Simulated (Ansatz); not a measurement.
# BTeHF radical (SMILES FB[Te]): one structure at several levels

Aim: energy, forces and dipole at a structure displaced at random from a GFN2-xTB minimum, from CCSD(T) and from density functionals.

Program: Ansatz 0.2.0, Gaussian basis. Level of theory: single points in def2-TZVPP. These are calculated values, not measurements.

Cores are frozen in the correlated methods. Filled d shells of the heavier atoms are correlated. Core potentials replace the inner electrons past krypton, and spin-orbit coupling is left out. Orbitals are unrestricted. B3LYP uses VWN-RPA correlation.

## (1) The starting structure

SMILES `FB[Te]`, 4 atoms, charge 0, spin multiplicity 2.

Atoms are counted from 1 here; the program's logs count them from 0.

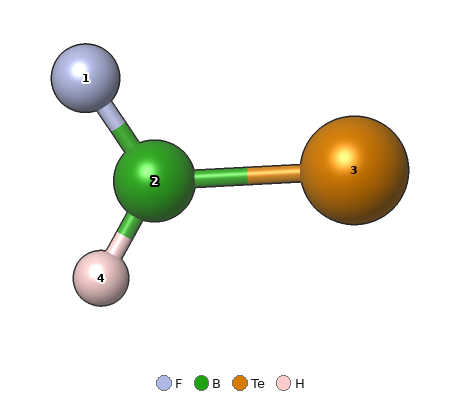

The starting geometry (fluorine light blue, boron green, tellurium orange, hydrogen pink); atoms are numbered from 1 in the order of the file.

As a file:

```xyz
4
charge 0, multiplicity 2
F    -0.0893    0.9732   -1.0004
B    -0.1797    0.0855   -0.0473
Te    1.5218   -0.9810    0.5926
H    -1.2311   -0.0702    0.4474
```

## (2) CCSD(T)/def2-TZVPP

The input, run/in.yaml:

```yaml
crystal:
  periodic: [false, false, false]
  atoms:
    - {symbol: F, position_ang: [-0.089300, 0.973200, -1.000400]}
    - {symbol: B, position_ang: [-0.179700, 0.085500, -0.047300]}
    - {symbol: Te, position_ang: [1.521800, -0.981000, 0.592600]}
    - {symbol: H, position_ang: [-1.231100, -0.070200, 0.447400]}
basis:
  gaussian: {orbitals: def2-TZVPP}
magnetization: {spin_polarized: true, initial_magnetization: 1}
correlation: {method: ccsd_t}
scf: {omitted_lower_state_checks: [cluster_reference]}
output: {forces: true}
```

No record of the launch command was kept for these runs.

## (3) PBE0-D4/def2-TZVPP

run/in.yaml: that of step 2 with these lines changed.

```diff
@@ -10,4 +10,3 @@
 magnetization: {spin_polarized: true, initial_magnetization: 1}
-correlation: {method: ccsd_t}
-scf: {omitted_lower_state_checks: [cluster_reference]}
-output: {forces: true}
+hamiltonian: {xc: pbe0, dispersion: d4}
+output: {forces: true, orbitals: {seedname: orbitals}}
```

## (4) wB97M-V/def2-TZVPP

run/in.yaml: that of step 3 with these lines changed.

```diff
@@ -10,3 +10,3 @@
 magnetization: {spin_polarized: true, initial_magnetization: 1}
-hamiltonian: {xc: pbe0, dispersion: d4}
-output: {forces: true, orbitals: {seedname: orbitals}}
+hamiltonian: {xc: {name: wB97M-V}}
+output: {forces: true}
```

## (5) r2SCAN-D4/def2-TZVPP

run/in.yaml: that of step 4 with these lines changed.

```diff
@@ -10,3 +10,3 @@
 magnetization: {spin_polarized: true, initial_magnetization: 1}
-hamiltonian: {xc: {name: wB97M-V}}
+hamiltonian: {xc: r2scan, dispersion: d4}
 output: {forces: true}
```

## (6) PBE-D4/def2-TZVPP

run/in.yaml: that of step 5 with these lines changed.

```diff
@@ -10,3 +10,3 @@
 magnetization: {spin_polarized: true, initial_magnetization: 1}
-hamiltonian: {xc: r2scan, dispersion: d4}
+hamiltonian: {xc: pbe, dispersion: d4}
 output: {forces: true}
```

## (7) LC-wPBE/def2-TZVPP

run/in.yaml: that of step 6 with these lines changed.

```diff
@@ -10,3 +10,3 @@
 magnetization: {spin_polarized: true, initial_magnetization: 1}
-hamiltonian: {xc: pbe, dispersion: d4}
+hamiltonian: {xc: {name: LC-wPBE}}
 output: {forces: true}
```

## (8) B3LYP-D4/def2-TZVPP

run/in.yaml: that of step 7 with these lines changed.

```diff
@@ -10,3 +10,3 @@
 magnetization: {spin_polarized: true, initial_magnetization: 1}
-hamiltonian: {xc: {name: LC-wPBE}}
+hamiltonian: {xc: {name: B3LYP}, dispersion: d4}
 output: {forces: true}
```

(Steps that only read results are left out.)

**Question.** What will these runs give? Wanted: energy less free atoms, CCSD(T)/def2-TZVPP; RMS force component; RMS force error; HOMO and LUMO, PBE0-D4; T1 diagnostic.

The runs gave:

```
                                  quantity                                                                                            value
energy less free atoms, CCSD(T)/def2-TZVPP                                                                                   -1271.7 kJ/mol
                       RMS force component                                                             0.343 to 0.546 eV/Å over the methods
                           RMS force error  PBE0-D4 0.131, wB97M-V 0.050, r2SCAN-D4 0.065, PBE-D4 0.145, LC-wPBE 0.114, B3LYP-D4 0.074 eV/Å
                    HOMO and LUMO, PBE0-D4                                                                               -6.96 and -4.34 eV
                             T1 diagnostic                                                                                            0.013
```

In words: Against CCSD(T) the functionals' energies less atoms differ by -83.4 to -36.8 kJ/mol, PBE-D4 by -83.4 kJ/mol. A larger basis would deepen the CCSD(T) value, while the functionals are nearly converged already, so the order here is not reliable. On forces the order runs from wB97M-V to PBE-D4.
